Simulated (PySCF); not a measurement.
C₇H₁₀N (doublet)

```xyz
18

C     2.9005   -0.0940   -0.6395
N     1.6636   -0.0894   -0.8251
C     0.7618   -0.1805    0.2796
C    -0.3448   -1.2277   -0.0333
C    -1.6600   -0.6978    0.5631
C    -1.4587    0.7997    0.6721
C    -0.9670    1.5593   -0.5590
C    -0.0248    1.0789    0.4612
H     3.5505   -0.0065   -1.4976
H     3.3808   -0.1821    0.3428
H     1.2801   -0.4287    1.2245
H    -0.4166   -1.3001   -1.1183
H    -0.0783   -2.2073    0.3598
H    -2.5160   -0.9584   -0.0619
H    -1.8286   -1.1128    1.5589
H    -2.0711    1.3435    1.3764
H    -0.9673    1.0988   -1.5383
H    -1.2129    2.6113   -0.5769
```

Geometry: GFN2-xTB.

All numbers below come from UKS B3LYP, pcH-1 on C H N, non-relativistic, mean-field spin-orbit, GIAO in PySCF 2.14.0, density-fitted response routines.

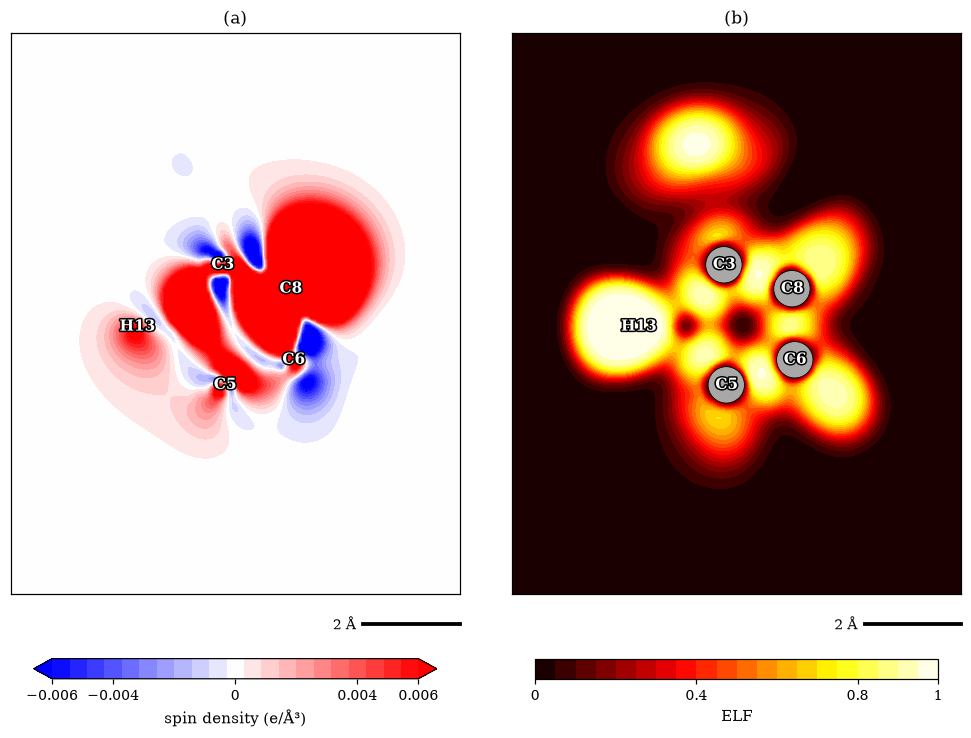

Figure 1. (a) spin density (α minus β); (b) ELF on the plane of atoms C3, C8 and C6. Grey discs cover the atomic cores in the ELF map.

What do the fields say about this system?

Answer.
- The plane passes through C and H nuclei.
- C–C (1.50 Å): the ELF peaks at about 0.95 between the atoms, as expected for a covalent bond.
- C–C (1.51 Å): the ELF peaks at about 0.95 between the atoms (localised, covalent bonding).
- The unpaired spin (1 electron) lies mostly on C8 (about 0.7) and C7 (about 0.1), in electrons by Hirshfeld's partition.

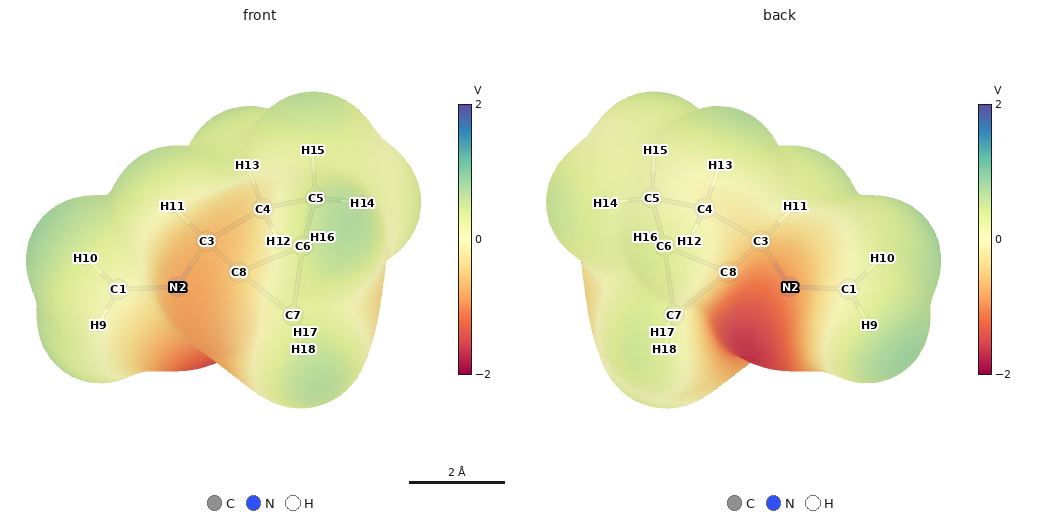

Figure 2. The electrostatic potential painted on the density surface at 0.002 e/bohr³, seen from the front and from behind; the colour scale runs from red (negative) to blue (positive).

Where is the surface potential most negative and most positive?

Answer. The most negative region (about −1.7 V) lies over N2, the most positive (about +0.8 V) over H9 and H10. N2 is the likeliest acceptor of a hydrogen bond.
